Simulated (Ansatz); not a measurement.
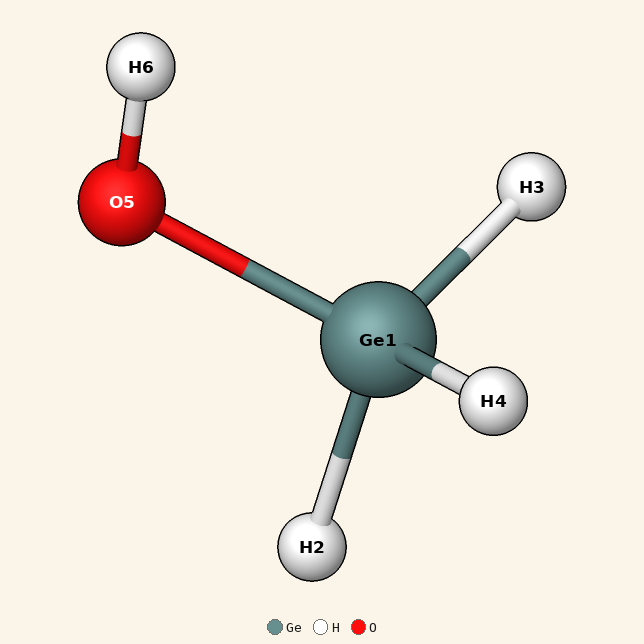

Harmonic vibrations computed with RKS PBE0-D4/def2-TZVP (Ansatz 0.2.0) at a stationary point of the same level.

**Minimum or transition state?**

A minimum: no imaginary frequency, and the lowest mode lies at 173 cm⁻¹.

**List the wavenumbers.**

12 modes: 173, 614, 631, 706, 868, 871, 888, 946, 2140, 2143, 2196, 3903 cm⁻¹.
